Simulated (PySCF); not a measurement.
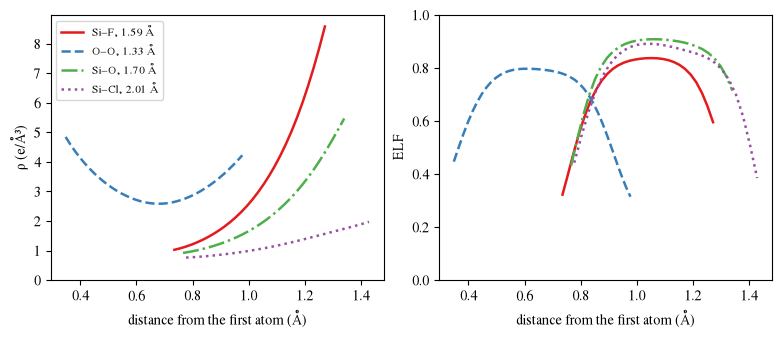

*ClF₂O₂Si (SMILES [O]O[Si](F)(F)Cl) (doublet). Electron density and ELF along straight lines between neighbouring atoms. The curves leave out the atomic cores.*

Geometry: PBE0-D3(BJ)/def2-SVP.

Theory: UKS B3LYP, IGLO-III on Cl F O Si, non-relativistic, mean-field spin-orbit, GIAO in PySCF.

```xyz
6

Si    0.1360   -0.3969   -0.0916
F    -0.4085   -1.8772    0.1169
F     1.5697   -0.2639    0.5820
Cl    0.2105    0.0891   -2.0356
O    -0.9642    0.5862    0.7574
O    -0.5225    1.8307    0.6478
```

### What can be read from the curves?

Si–F (1.59 Å): ρ at the midpoint is about 1.2 e/Å³; the ELF peaks at about 0.85 in the valence shell of F, 0.5 Å from its nucleus, and is about 0.55 at the midpoint.
O–O (1.33 Å): ρ at the midpoint is about 2.6 e/Å³; the ELF peaks at about 0.80 between the atoms: a shared electron pair.
Si–O (1.70 Å): ρ at the midpoint is about 1.1 e/Å³; the ELF peaks at about 0.90 between the atoms (a polar covalent bond).
Si–Cl (2.01 Å): ρ is about 0.99 e/Å³ halfway; the ELF peaks at about 0.90 between the atoms: a shared but strongly polarised pair.
